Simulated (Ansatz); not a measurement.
**C₂H₅Si (charge +1): nudged elastic band**

- system: C₂H₅Si, charge +1
- method: RKS r2SCAN-D4/def2-SVP (Ansatz 0.2.0)

One setting was made poor on purpose. It belongs to a series of runs on one base structure; here: band between the two ends. Figures and captions count atoms from 1; the log counts them from 0 in places.

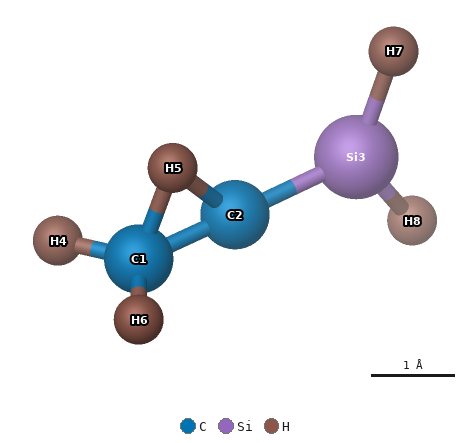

Figure 1. The structure as given in the input (ball-and-stick view, seen at a tilt; atoms are numbered from 1 in the order of the input). Bond lengths as drawn: C–C 1.36 Å, C–H 1.10 to 1.35 Å, C–Si 1.72 Å and H–Si 1.47 Å.

**Results in brief**

```json
{"quantity": "outcome", "value": "converged"}
{"quantity": "barrier, forward", "value": "0.074 eV"}
{"quantity": "barrier, backward", "value": "0.074 eV"}
{"quantity": "hardware", "value": "1 thread of Intel Xeon @ 2.50GHz (Skylake/Cascade Lake), 176 GiB of memory available, shared host"}
{"quantity": "wall time", "value": "11 min"}
{"quantity": "peak memory", "value": "0.17 GiB"}
```

**Notes**

A deliberately poor setting: straight start. The order of the saddle point was not checked.

**Input**
```yaml
crystal:
  periodic: [false, false, false]
  atoms:
    - { symbol: C, position_ang: [-0.928954, 1.008253, -0.406377] }
    - { symbol: C, position_ang: [-0.148349, -0.028924, 0.010385] }
    - { symbol: Si, position_ang: [0.858812, -1.324067, 0.532857] }
    - { symbol: H, position_ang: [-1.285332, 1.079024, -1.44961] }
    - { symbol: H, position_ang: [0.335408, 1.14639, -0.456794] }
    - { symbol: H, position_ang: [-1.292934, 1.77682, 0.298447] }
    - { symbol: H, position_ang: [2.319057, -1.135628, 0.463594] }
    - { symbol: H, position_ang: [0.142282, -2.521858, 1.007507] }
total_charge: 1
basis:
  gaussian: { orbitals: def2-SVP }
hamiltonian:
  xc: r2scan
  dispersion: d4
neb:
  order_check: false
  images: 9
  f_tol: 0.05
  max_iterations: 51
  initial_path: linear
  final_atoms:
    - { symbol: C, position_ang: [-0.63760785, 1.18799536, -0.47685231] }
    - { symbol: C, position_ang: [0.08639737, 0.11584573, -0.04605412] }
    - { symbol: Si, position_ang: [0.97781908, -1.2509734, 0.50392146] }
    - { symbol: H, position_ang: [-0.91757259, 2.00865731, 0.20746747] }
    - { symbol: H, position_ang: [-1.26598075, 0.15796541, -0.07017506] }
    - { symbol: H, position_ang: [-0.90819674, 1.3127153, -1.54053159] }
    - { symbol: H, position_ang: [2.4438667, -1.10471731, 0.45377055] }
    - { symbol: H, position_ang: [0.22126478, -2.4274784, 0.96846259] }
```

Launched with:
```bash
ansatz run input.yaml --threads 1 --pin off --max-ram 2048MiB --backend cpu --events-out ev --progress --plain --runs-dir out
```

**Log**
```
Engine: ansatz 0.2.0, x86_64-unknown-linux-gnu
Functional definition: r2SCAN
  parameter k0 = 0.174
  parameter k1 = 0.065
  parameter a1 = 4.9479
  exchange = r2scan_x(k0 = k0, k1 = k1, a1 = a1)
  correlation = r2scan_c
802 factors; their error is unknown
mean field evaluation 1: about -10001.9349 eV, gradient 6.8e1 eV
mean field evaluation 2: about -9966.5764 eV, gradient 1.1e2 eV
mean field evaluation 4: about -10014.9084 eV, gradient 1.4e1 eV
mean field evaluation 8: about -10015.5170 eV, gradient 1.8e-1 eV
mean field evaluation 16: about -10015.4654 eV, gradient 8.6e-5 eV
mean field -10015.46540328 eV, -368.0615648442 hartree, gradient 1.2e-5 eV, S^2 0.000000; 0 other end points of the search recorded, 0 dependent functions left out
the calculation of the forces begins
reference -10015.46541220 eV, -368.0615651720 hartree; 15, 15 occupied and 56, 56 virtual orbitals, 802 factors
802 factors; their error is unknown
mean field evaluation 32: about -10015.4654 eV, gradient 1.5e-3 eV
mean field -10015.46541055 eV, -368.0615651113 hartree, gradient 1.2e-5 eV, S^2 0.000000; 0 other end points of the search recorded, 0 dependent functions left out
[... from here on the field's lines of each further geometry are left out, up to the last ...]
NEB iter   1: max|band force component| = 7.695e-1 eV/Å  barrier→ = 2.0999 eV  barrier← = 2.0999 eV  Δτ_max = 0.1011 Å  (360 SCF iters)
NEB iter   2: max|band force component| = 8.146e-1 eV/Å  barrier→ = 1.9806 eV  barrier← = 1.9806 eV  CI = image 5  Δτ_max = 0.1084 Å  (296 SCF iters)
NEB iter   3: max|band force component| = 9.430e-1 eV/Å  barrier→ = 2.0138 eV  barrier← = 2.0138 eV  CI = image 5  Δτ_max = 0.0544 Å  (295 SCF iters)
NEB iter   4: max|band force component| = 8.957e-1 eV/Å  barrier→ = 1.9609 eV  barrier← = 1.9609 eV  CI = image 5  Δτ_max = 0.0545 Å  (307 SCF iters)
NEB iter   5: max|band force component| = 7.945e-1 eV/Å  barrier→ = 1.8635 eV  barrier← = 1.8635 eV  CI = image 5  Δτ_max = 0.0546 Å  (300 SCF iters)
NEB iter   6: max|band force component| = 1.056e0 eV/Å  barrier→ = 1.7340 eV  barrier← = 1.7340 eV  CI = image 5  Δτ_max = 0.0274 Å  (310 SCF iters)
NEB iter   7: max|band force component| = 9.452e-1 eV/Å  barrier→ = 1.6441 eV  barrier← = 1.6441 eV  CI = image 5  Δτ_max = 0.0546 Å  (294 SCF iters)
NEB iter   8: max|band force component| = 1.178e0 eV/Å  barrier→ = 1.4765 eV  barrier← = 1.4765 eV  CI = image 5  Δτ_max = 0.0546 Å  (275 SCF iters)
NEB iter   9: max|band force component| = 1.623e0 eV/Å  barrier→ = 1.3097 eV  barrier← = 1.3097 eV  CI = image 5  Δτ_max = 0.1094 Å  (274 SCF iters)
NEB iter  10: max|band force component| = 1.483e0 eV/Å  barrier→ = 0.9956 eV  barrier← = 0.9956 eV  CI = image 5  Δτ_max = 0.0545 Å  (273 SCF iters)
NEB iter  11: max|band force component| = 1.557e0 eV/Å  barrier→ = 0.8403 eV  barrier← = 0.8403 eV  CI = image 5  Δτ_max = 0.0545 Å  (265 SCF iters)
NEB iter  12: max|band force component| = 1.373e0 eV/Å  barrier→ = 0.6947 eV  barrier← = 0.6947 eV  CI = image 5  Δτ_max = 0.1103 Å  (262 SCF iters)
NEB iter  13: max|band force component| = 1.170e0 eV/Å  barrier→ = 0.4445 eV  barrier← = 0.4445 eV  CI = image 5  Δτ_max = 0.1085 Å  (268 SCF iters)
NEB iter  14: max|band force component| = 2.182e0 eV/Å  barrier→ = 0.3292 eV  barrier← = 0.3292 eV  CI = image 6  Δτ_max = 0.1080 Å  (265 SCF iters)
NEB iter  15: max|band force component| = 8.080e-1 eV/Å  barrier→ = 0.3895 eV  barrier← = 0.3895 eV  CI = image 5  Δτ_max = 0.1970 Å  (262 SCF iters)
NEB iter  16: max|band force component| = 5.906e-1 eV/Å  barrier→ = 0.1306 eV  barrier← = 0.1306 eV  CI = image 5  Δτ_max = 0.1989 Å  (262 SCF iters)
NEB iter  17: max|band force component| = 1.824e0 eV/Å  barrier→ = 0.0953 eV  barrier← = 0.0953 eV  CI = image 6  Δτ_max = 0.0994 Å  (266 SCF iters)
NEB iter  18: max|band force component| = 1.480e0 eV/Å  barrier→ = 0.1265 eV  barrier← = 0.1265 eV  CI = image 6  Δτ_max = 0.1953 Å  (261 SCF iters)
NEB iter  19: max|band force component| = 1.631e0 eV/Å  barrier→ = 0.1205 eV  barrier← = 0.1205 eV  CI = image 5  Δτ_max = 0.1981 Å  (262 SCF iters)
NEB iter  20: max|band force component| = 1.339e0 eV/Å  barrier→ = 0.0899 eV  barrier← = 0.0899 eV  CI = image 7  Δτ_max = 0.1977 Å  (267 SCF iters)
NEB iter  21: max|band force component| = 8.171e0 eV/Å  barrier→ = 1.0592 eV  barrier← = 1.0592 eV  CI = image 5  Δτ_max = 0.1031 Å  (270 SCF iters)
NEB iter  22: max|band force component| = 1.685e0 eV/Å  barrier→ = 0.1484 eV  barrier← = 0.1484 eV  CI = image 5  Δτ_max = 0.0824 Å  (263 SCF iters)
NEB iter  23: max|band force component| = 5.433e-1 eV/Å  barrier→ = 0.0858 eV  barrier← = 0.0858 eV  CI = image 5  Δτ_max = 0.0775 Å  (258 SCF iters)
NEB iter  24: max|band force component| = 1.169e-1 eV/Å  barrier→ = 0.0764 eV  barrier← = 0.0764 eV  CI = image 5  Δτ_max = 0.0969 Å  (260 SCF iters)
NEB iter  25: max|band force component| = 9.955e-2 eV/Å  barrier→ = 0.0747 eV  barrier← = 0.0747 eV  CI = image 5  Δτ_max = 0.0633 Å  (265 SCF iters)
the calculation of the forces begins
reference -10015.40487590 eV, -368.0593405042 hartree; 15, 15 occupied and 56, 56 virtual orbitals, 802 factors
802 factors; their error is unknown
mean field evaluation 2016: about -10015.4386 eV, gradient 1.2e-1 eV
mean field -10015.39085639 eV, -368.0588252966 hartree, gradient 2.4e-5 eV, S^2 0.000000; 1 other end points of the search recorded, 0 dependent functions left out
the calculation of the forces begins
reference -10015.39086549 eV, -368.0588256311 hartree; 15, 15 occupied and 56, 56 virtual orbitals, 802 factors
NEB iter  26: max|band force component| = 4.927e-2 eV/Å  barrier→ = 0.0744 eV  barrier← = 0.0744 eV  CI = image 5  Δτ_max = 0.0000 Å  (526 SCF iters)
```

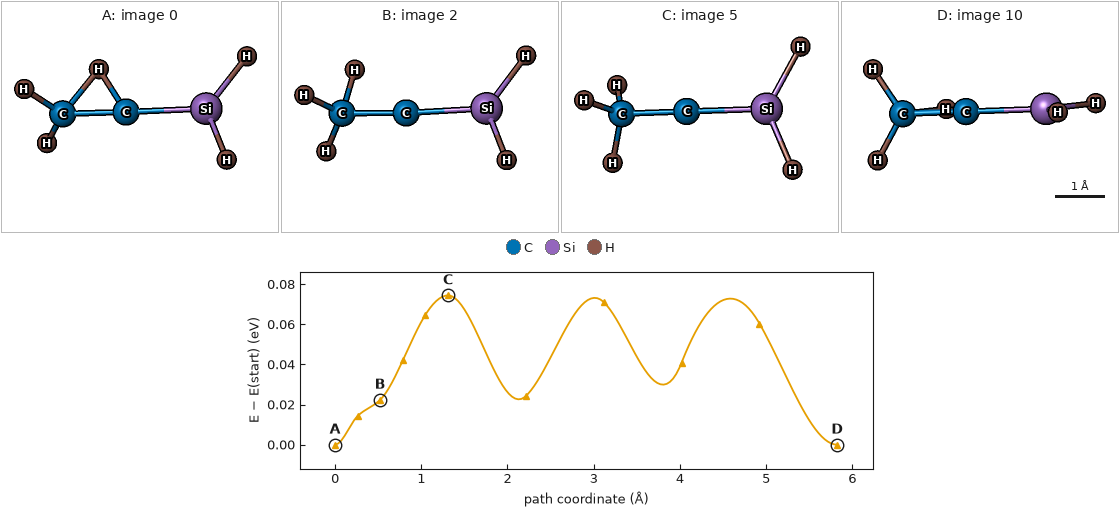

Figure 2. Images of the last band (counted from 0; ball-and-stick, seen at a tilt) above the energy along the path; the line is a cubic interpolation that uses the forces. The highest image is number 5, 0.074 eV above the start and 0.074 eV above the end (the climbing image); start and end have the same energy. The path is 5.83 Å long. The band converged in 26 iterations.

```
Total energy: -10015.41516382 eV, -368.0597185781 hartree
Atom 0 at    -0.696318     1.100000    -0.370468 Å, force     0.000035    -0.003100    -0.016570 eV/Å
Atom 1 at     0.011001    -0.024669     0.059018 Å, force     0.001443    -0.006280     0.005803 eV/Å
Atom 2 at     0.878442    -1.412650     0.589250 Å, force     0.001084     0.006392    -0.000609 eV/Å
Atom 3 at    -1.376208     0.776710    -1.200427 Å, force    -0.009683    -0.005054     0.000313 eV/Å
Atom 4 at    -0.001619     1.718272    -0.996341 Å, force     0.004534     0.001867     0.011601 eV/Å
Atom 5 at    -1.223070     1.704399     0.385930 Å, force     0.005042     0.006091     0.001809 eV/Å
Atom 6 at     2.300832    -1.189270     0.921999 Å, force    -0.005037    -0.000363    -0.000664 eV/Å
Atom 7 at     0.106930    -2.672783     0.611047 Å, force     0.002583     0.000447    -0.001684 eV/Å
Dipole moment:    -0.017712     0.051306    -0.113260 e Å
this run last wrote the band of iteration 26 to [file]
```

**The last band as extended XYZ (Å, eV, eV/Å)**
```
8
Properties=species:S:1:pos:R:3:forces:R:3 image=0 energy=-10015.48958
C    -0.9290    1.0083   -0.4064    0.0083   0.0045  -0.0116
C    -0.1483   -0.0289    0.0104    0.0032   0.0002   0.0033
Si    0.8588   -1.3241    0.5329   -0.0002  -0.0009  -0.0002
H    -1.2853    1.0790   -1.4496   -0.0044   0.0013   0.0048
H     0.3354    1.1464   -0.4568   -0.0023  -0.0045   0.0022
H    -1.2929    1.7768    0.2984   -0.0045   0.0003   0.0011
H     2.3191   -1.1356    0.4636   -0.0011   0.0004  -0.0001
H     0.1423   -2.5219    1.0075    0.0009  -0.0013   0.0005
8
Properties=species:S:1:pos:R:3:forces:R:3 image=1 energy=-10015.47526
C    -0.8659    1.0203   -0.4067   -0.0135  -0.0087   0.0039
C    -0.1414   -0.0647    0.0256   -0.0075   0.0243  -0.0118
Si    0.8709   -1.3618    0.5373    0.0004   0.0021   0.0028
H    -1.2854    1.0398   -1.4279    0.0093   0.0099  -0.0012
H     0.2652    1.3609   -0.5226    0.0082  -0.0326   0.0098
H    -1.3091    1.7218    0.3217   -0.0019   0.0005  -0.0005
H     2.3306   -1.1563    0.4867   -0.0005   0.0027  -0.0058
H     0.1350   -2.5599    0.9858    0.0055   0.0019   0.0028
8
Properties=species:S:1:pos:R:3:forces:R:3 image=2 energy=-10015.46719
C    -0.8169    1.0298   -0.4099   -0.0105  -0.0023  -0.0082
C    -0.0963   -0.0708    0.0247   -0.0062  -0.0097   0.0079
Si    0.8845   -1.3829    0.5577   -0.0077   0.0039  -0.0066
H    -1.3032    0.9816   -1.4013    0.0085   0.0125  -0.0108
H     0.1915    1.5476   -0.6180    0.0152  -0.0134   0.0221
H    -1.3211    1.6643    0.3408   -0.0065  -0.0012  -0.0024
H     2.3478   -1.1913    0.5493    0.0008   0.0062  -0.0173
H     0.1137   -2.5783    0.9567    0.0064   0.0040   0.0154
8
Properties=species:S:1:pos:R:3:forces:R:3 image=3 energy=-10015.44757
C    -0.7840    1.0428   -0.4028   -0.0044  -0.0050  -0.0121
C    -0.0531   -0.0560    0.0394   -0.0180  -0.0077  -0.0060
Si    0.8937   -1.3881    0.5805   -0.0027  -0.0015  -0.0049
H    -1.3375    0.9054   -1.3536    0.0153   0.0247  -0.0244
H     0.1246    1.6299   -0.7592    0.0128  -0.0197   0.0549
H    -1.2997    1.6615    0.3521   -0.0164  -0.0072  -0.0084
H     2.3532   -1.1914    0.6790    0.0091   0.0031  -0.0367
H     0.1028   -2.6041    0.8647    0.0043   0.0134   0.0377
8
Properties=species:S:1:pos:R:3:forces:R:3 image=4 energy=-10015.42483
C    -0.7429    1.0674   -0.3879   -0.0196   0.0016   0.0022
C    -0.0214   -0.0421    0.0533   -0.0018  -0.0182  -0.0048
Si    0.8879   -1.3999    0.5928   -0.0014   0.0033  -0.0051
H    -1.3581    0.8428   -1.2891    0.0093   0.0187  -0.0222
H     0.0631    1.6804   -0.8861    0.0195  -0.0073   0.0331
H    -1.2643    1.6799    0.3666   -0.0149  -0.0068  -0.0073
H     2.3328   -1.1851    0.8083    0.0102   0.0010  -0.0254
H     0.1028   -2.6433    0.7422   -0.0013   0.0076   0.0294
8
Properties=species:S:1:pos:R:3:forces:R:3 image=5 energy=-10015.41516
C    -0.6963    1.1000   -0.3705    0.0000  -0.0031  -0.0166
C     0.0110   -0.0247    0.0590    0.0014  -0.0063   0.0058
Si    0.8784   -1.4126    0.5893    0.0011   0.0064  -0.0006
H    -1.3762    0.7767   -1.2004   -0.0097  -0.0051   0.0003
H    -0.0016    1.7183   -0.9963    0.0045   0.0019   0.0116
H    -1.2231    1.7044    0.3859    0.0050   0.0061   0.0018
H     2.3008   -1.1893    0.9220   -0.0050  -0.0004  -0.0007
H     0.1069   -2.6728    0.6110    0.0026   0.0004  -0.0017
8
Properties=species:S:1:pos:R:3:forces:R:3 image=6 energy=-10015.46537
C    -0.5796    1.1659   -0.4400    0.0199   0.0500  -0.0250
C     0.1076    0.0605    0.0382   -0.0081   0.0187  -0.0003
Si    0.8648   -1.3762    0.6102   -0.0066  -0.0234  -0.0075
H    -1.4191    0.4656   -0.7943    0.0095  -0.0332   0.0067
H    -0.2126    1.6630   -1.3573    0.0092  -0.0050   0.0505
H    -1.0757    1.8258    0.2961   -0.0282  -0.0082  -0.0241
H     2.1243   -1.1526    1.3486    0.0117  -0.0021  -0.0214
H     0.1903   -2.6520    0.2985   -0.0073   0.0032   0.0210
8
Properties=species:S:1:pos:R:3:forces:R:3 image=7 energy=-10015.41847
C    -0.6635    1.0316   -0.5759   -0.0179   0.0005   0.0077
C     0.0396   -0.0438   -0.0303    0.0151  -0.0207   0.0005
Si    0.9164   -1.3600    0.6485   -0.0100   0.0170  -0.0048
H    -1.7559    0.8038   -0.6197   -0.0090   0.0139   0.0100
H    -0.2788    1.4897   -1.5020   -0.0032  -0.0067  -0.0044
H    -0.7025    1.7858    0.2585    0.0236  -0.0045  -0.0103
H     1.9169   -1.0144    1.6790   -0.0138   0.0017   0.0120
H     0.5277   -2.6927    0.1420    0.0152  -0.0012  -0.0108
8
Properties=species:S:1:pos:R:3:forces:R:3 image=8 energy=-10015.44871
C    -0.7994    0.9484   -0.5876    0.0241   0.0271  -0.0126
C    -0.0524   -0.0967   -0.0631    0.0206  -0.0246  -0.0040
Si    0.9226   -1.3177    0.6618   -0.0080   0.0055  -0.0088
H    -1.8782    1.0027   -0.3599    0.0100  -0.0263  -0.0289
H    -0.5061    1.3276   -1.5863    0.0176   0.0370   0.0053
H    -0.2576    1.6886    0.1010   -0.0636  -0.0199   0.0401
H     1.6344   -0.9508    1.9020    0.0453   0.0178  -0.0302
H     0.9367   -2.6021   -0.0679   -0.0460  -0.0167   0.0390
8
Properties=species:S:1:pos:R:3:forces:R:3 image=9 energy=-10015.42918
C    -0.8065    1.0158   -0.4039    0.0011   0.0055   0.0075
C    -0.0066   -0.0275    0.0622   -0.0020   0.0040   0.0153
Si    0.9809   -1.3203    0.6230    0.0030  -0.0020  -0.0045
H    -1.8829    0.9909   -0.1638    0.0039   0.0086   0.0127
H    -0.6738    0.8911   -1.5198   -0.0029  -0.0414   0.0175
H    -0.3351    2.0155   -0.2805    0.0012   0.0308  -0.0382
H     1.4651   -1.1491    2.0091   -0.0216  -0.0214   0.0100
H     1.2589   -2.4165   -0.3262    0.0173   0.0160  -0.0202
8
Properties=species:S:1:pos:R:3:forces:R:3 image=10 energy=-10015.48959
C    -0.7279    1.1424   -0.4587    0.0047  -0.0029   0.0007
C     0.0772    0.1213   -0.0482   -0.0026   0.0028  -0.0006
Si    1.0722   -1.1825    0.4767   -0.0037   0.0044  -0.0019
H    -1.0438    1.9431    0.2335    0.0001  -0.0019   0.0022
H    -1.2751    0.0730   -0.0365   -0.0004   0.0018  -0.0008
H    -1.0342    1.2479   -1.5148    0.0004  -0.0032   0.0000
H     2.5233   -0.9387    0.3880    0.0019  -0.0002   0.0000
H     0.4084   -2.4065    0.9600   -0.0004  -0.0008   0.0002
```
